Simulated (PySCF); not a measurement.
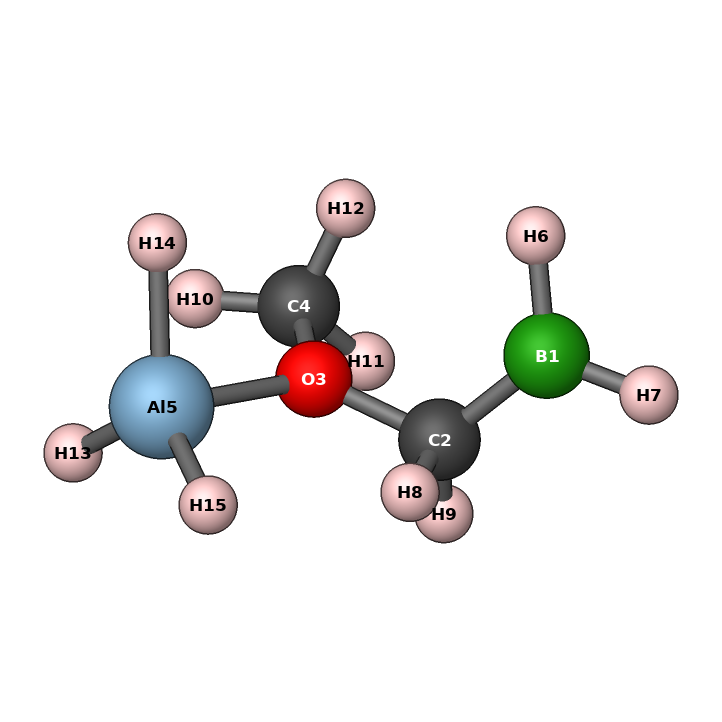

Geometry: a frame of a GFN2-xTB molecular-dynamics simulation, not a minimum. Properties computed with GIAO PBE0/pcSseg-1 NMR shielding, non-relativistic, gas phase (PySCF 2.14.0). Principal shieldings σ11 ≤ σ22 ≤ σ33, span Ω = σ33 − σ11, skew κ = 3(σiso − σ22)/Ω.

Give the shielding tensors of the O atoms.

```
atom    σ11    σ22    σ33   σiso      Ω      κ
  O3  263.5  348.4  370.2  327.4  106.7  −0.59
```

Shieldings and span in ppm.
